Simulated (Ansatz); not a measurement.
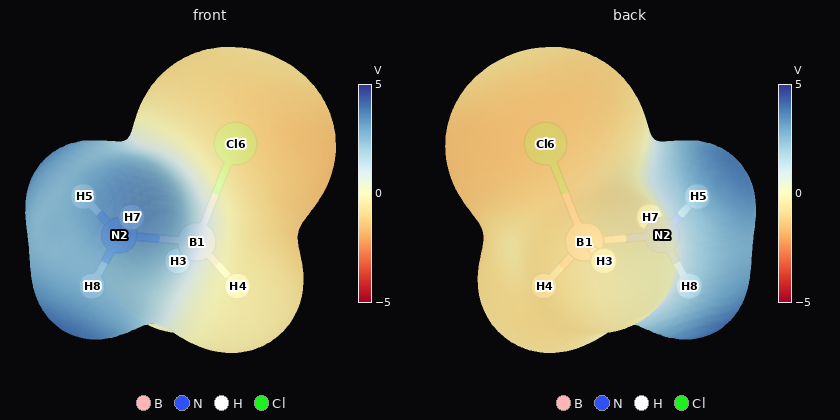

BClH5N. The electrostatic potential painted on the density surface at 0.004 e/bohr³, seen from the front and from behind; red is negative and blue positive.

The product side of a reaction path; geometry: PBE0-D4/def2-TZVP.

Computed with Ansatz, RKS PBE0-D4/def2-TZVPP.

```yaml
atoms:
  - { symbol: B, position_ang: [-0.0176, -0.8060, 0.0839] }
  - { symbol: N, position_ang: [-0.1682, 0.8015, -0.0808] }
  - { symbol: H, position_ang: [-0.5448, -1.2962, -0.8816] }
  - { symbol: H, position_ang: [-0.5172, -1.0865, 1.1432] }
  - { symbol: H, position_ang: [0.2792, 1.1053, -0.9416] }
  - { symbol: Cl, position_ang: [1.8184, -1.0751, 0.0867] }
  - { symbol: H, position_ang: [0.2950, 1.2745, 0.6906] }
  - { symbol: H, position_ang: [-1.1447, 1.0826, -0.1004] }
```

**Describe the electrostatic potential map.**

The most negative region (about −1.5 V) lies over Cl6, the most positive (about +3.9 V) over H8.
